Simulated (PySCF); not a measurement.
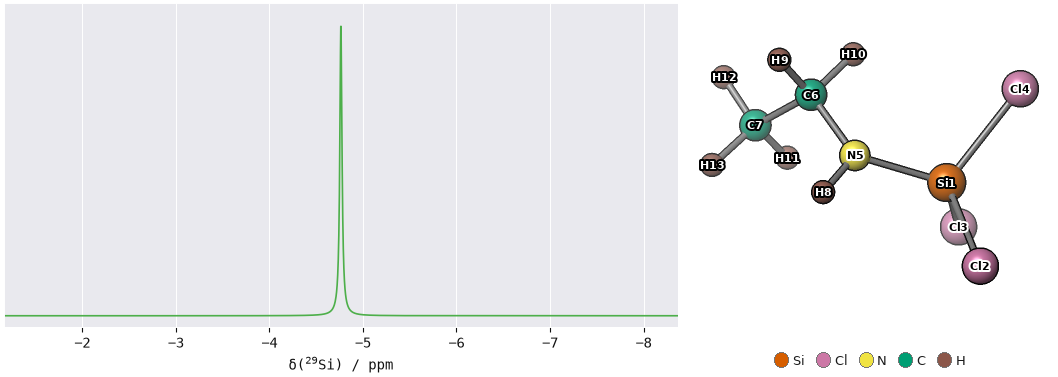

Spectrum and numbered structure of C₂H₆Cl₃NSi (SiCl3(NHEt)), SMILES CCN[Si](Cl)(Cl)Cl. GIAO shifts, KT2/pcSseg-1, PySCF 2.14.0, at a PBE0-D3(BJ)/def2-SVP geometry (no frequency check), against TMS for ²⁹Si computed at the same level. Gas phase, fully decoupled, line heights follow the number of nuclei, widths are arbitrary (no quadrupolar broadening); values of one conformer, averaged over methyl-type rotors and exact or near symmetry; other conformers aren't averaged in.

### Where does the ²⁹Si line lie?

At −4.8 ppm (Si1).
